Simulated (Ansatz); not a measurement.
**CH3AlBrF: basis-set convergence**

Aim: see how fast density functionals converge with the basis set for CH3AlBrF.

Computed with Ansatz 0.2.0, Gaussian basis. Level: one geometry, several basis sets.

The runs, in order: PBE0-D4/def2-SVP; ωB97M-V/def2-SVP; PBE0-D4/def2-QZVPP; ωB97M-V/def2-QZVPP; the functionals' def2-TZVPP values are taken from earlier runs.

### Step 1. The geometry

All runs share one geometry, relaxed beforehand with PBE0-D4 in a triple-zeta def2 set.

7 atoms, charge 0, spin multiplicity 1.

Atoms are counted from 1 here; the program's logs count them from 0.

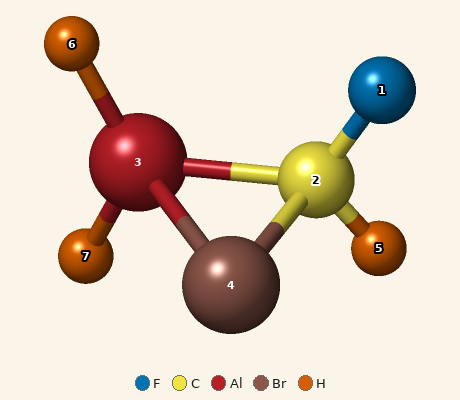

The structure; fluorine blue, carbon yellow, aluminium red, bromine brown, hydrogen orange; atoms are numbered from 1 in the order of the file.

### Step 2. PBE0-D4 in def2-SVP

File in.yaml:

```yaml
crystal:
  periodic: [false, false, false]
  atoms:
    - {symbol: F, position_ang: [-1.209853, -1.600704, 0.231911]}
    - {symbol: C, position_ang: [-0.300568, -0.824577, -0.369802]}
    - {symbol: Al, position_ang: [0.670591, 0.629206, 0.573090]}
    - {symbol: Br, position_ang: [-1.265953, 0.908290, -1.073975]}
    - {symbol: H, position_ang: [-0.009697, -1.282260, -1.316803]}
    - {symbol: H, position_ang: [0.178201, 0.972712, 2.031781]}
    - {symbol: H, position_ang: [1.998479, 1.129333, -0.121802]}
basis:
  gaussian: {orbitals: def2-SVP}
hamiltonian: {xc: pbe0, dispersion: d4}
output: {orbitals: {seedname: orbitals}}
```

The run is started by

```
$ ansatz run in.yaml --threads 2 --pin off --events-out ev --progress --plain --max-ram 4352MiB
```

The runs that follow: ωB97M-V in def2-SVP; PBE0-D4 in def2-QZVPP; ωB97M-V in def2-QZVPP.

**Question.** What will the summary of the whole plan be? Wanted: PBE0-D4: double and triple zeta above quadruple; ωB97M-V: double and triple zeta above quadruple.

As calculated:

| quantity | value |
| --- | --- |
| PBE0-D4: double and triple zeta above quadruple | 17.25, 1.84 eV |
| ωB97M-V: double and triple zeta above quadruple | 17.26, 1.77 eV |

PBE0-D4 gains 15.41 eV from double to triple zeta, then 1.84 eV more. Total energies overstate the basis error of differences, where much of it tends to cancel.
